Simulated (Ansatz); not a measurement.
# Calculations on BH$_{3}$OBrCl

**1. Relaxation**

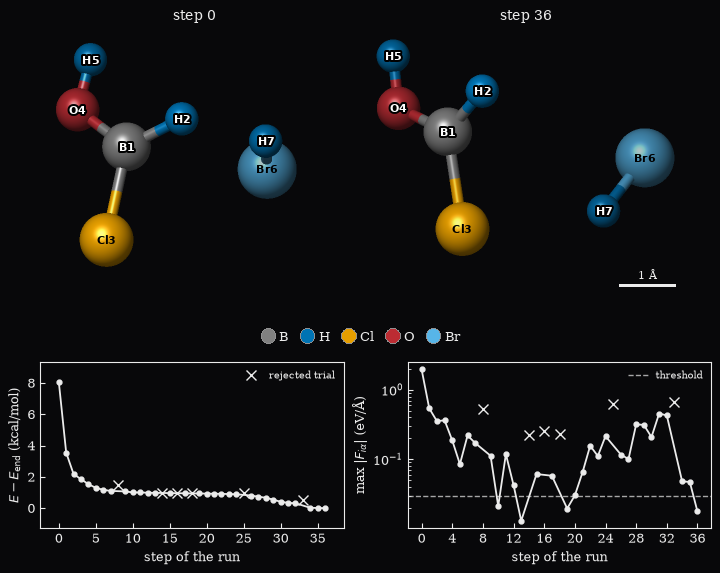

First and last geometry of a relaxation of BH3OBrCl, with the history of the run. A ball-and-stick model, seen at a tilt.

The run prepares an end point of a later path (reaction) calculation, from a guessed geometry.

Method: RHF/def2-SVP in Ansatz. (no spin polarisation; force threshold 0.03 eV/Å; at most 50 steps)

**Did the run converge, and what did it change?**

It converged. The energy falls by 8.07 kcal/mol in 30 accepted moves (36 points after the start). Largest force component: 2 eV/Å at the start, 0.018 eV/Å at the end. The line search rejected the trial steps at points 8, 14, 16, 18, 25, 33 of the run. The forces were under the threshold at step 10, but the run went on from there. The largest move after the best rigid fit is that of H7, 1.42 Å. Largest moves by element: H 1.42 Å, Br 0.87 Å, Cl 0.50 Å, B 0.36 Å, O 0.18 Å. Among the contacts that change: Br6–H7 1.487 → 1.409 Å, B1–Cl3 1.767 → 1.776 Å. Cost: 50 s on 1 thread of Intel(R) Xeon(R) 6975P-C (Granite Rapids) (shared host), peak memory 0.21 GiB.

Limits of the set-up: Hartree-Fock leaves out electron correlation.

**2. Relaxation**

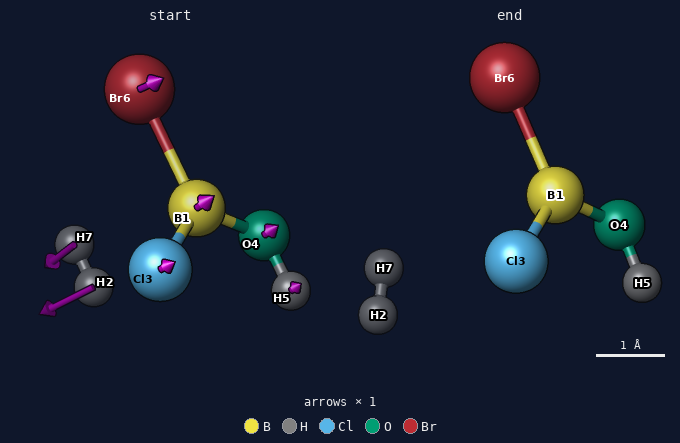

The structure of BH$_{3}$OBrCl before (left) and after (right) a relaxation, at one scale. The purple arrows give the displacements, at their true length.

Style: ball-and-stick. Shown at a tilt.

The run prepares an end point of a later path (reaction) calculation, from a guessed geometry.

Level of theory: Ansatz 0.2.0, RHF/def2-SVP.

The input:
```yaml
crystal:
  periodic: [false, false, false]
  atoms:
    - { symbol: B, position_ang: [0.00173, 0.562168, -0.35785] }
    - { symbol: H, position_ang: [0.084775, -0.231507, 1.908147] }
    - { symbol: Cl, position_ang: [1.391528, -0.42608, -0.815125] }
    - { symbol: O, position_ang: [-1.241351, 0.123514, -0.451483] }
    - { symbol: H, position_ang: [-1.342095, -0.767667, -0.754263] }
    - { symbol: Br, position_ang: [0.286913, 2.45631, 0.21586] }
    - { symbol: H, position_ang: [0.1715, 0.445761, 2.102414] }
basis:
  gaussian: { orbitals: def2-SVP }
hamiltonian:
  xc: hf
relax:
  f_tol: 0.03
  max_steps: 50
```

Run as
```bash
ansatz run input.yaml --threads 1 --pin off --max-ram 2048MiB --backend cpu --events-out ev --progress --plain --runs-dir out
```

Q: What changed between the two?

A: After 15 accepted moves (16 points after the start) the energy has fallen by 0.292 eV. Largest force component: 1.5 eV/Å at the start, 0.0016 eV/Å at the end. The line search rejected the trial step at point 12 of the run. The forces were under the threshold at step 13, but the run went on from there. H2 moves most after the best rigid fit: 1.04 Å. Largest moves by element: H 1.04 Å, Br 0.53 Å, B 0.41 Å, O 0.33 Å, Cl 0.32 Å. Some distances before and after: B1–Br6 2.000 → 1.923 Å, H2–H7 0.710 → 0.747 Å, B1–Cl3 1.766 → 1.772 Å. The run took 24 s on 1 thread of Intel(R) Xeon(R) 6975P-C (Granite Rapids) (shared host), peak memory 0.21 GiB.

Limits of the set-up: the start holds two separate molecules, 2.4 Å apart at their closest, whose relative position is a soft coordinate and is computed without a dispersion correction; Hartree-Fock leaves out electron correlation.

**3. Path**

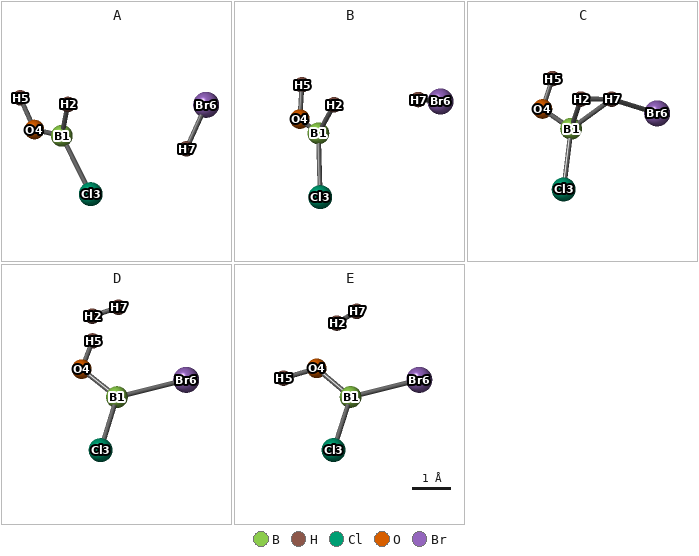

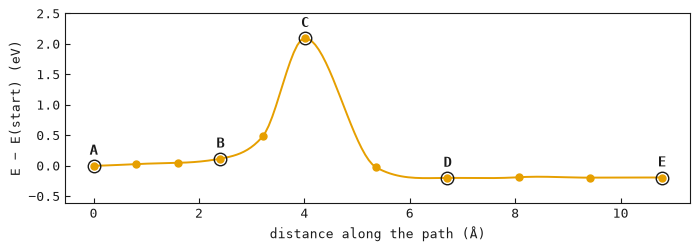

NEB run on BH3OBrCl, made up at the start of BH2OCl and HBr. Images are numbered from 0 (start) to 10 (end). Frames A to E are images 0, 3, 5, 7, 10. Style: ball-and-stick. Shown at a tilt.

Computed with RHF/def2-SVP in Ansatz. Set-up: 9 movable images; climbing image; force threshold 0.05 eV/Å; iteration limit 60; starting path through a guess of the saddle point.

Question: Read off the barrier and say what moves.

Answer: The highest point, image 5, lies 2.10 eV above the start and 2.29 eV above the end; the end is at −0.19 eV relative to the start. Image 7 lies below both ends, at −0.20 eV, which points to an intermediate minimum that so few images don't resolve. Breaking: B1–H2 (1.19 → 1.34 at the top → 3.84 Å), Br6–H7 (1.41 → 1.79 at the top → 3.95 Å). Forming: B1–Br6 (4.17 → 2.45 at the top → 1.92 Å), H2–H7 (3.73 → 0.95 at the top → 0.75 Å). The band is converged.

Limits of the set-up: the start holds two separate molecules, 3.0 Å apart at their closest, whose relative position is a soft coordinate and is computed without a dispersion correction; Hartree-Fock leaves out electron correlation.
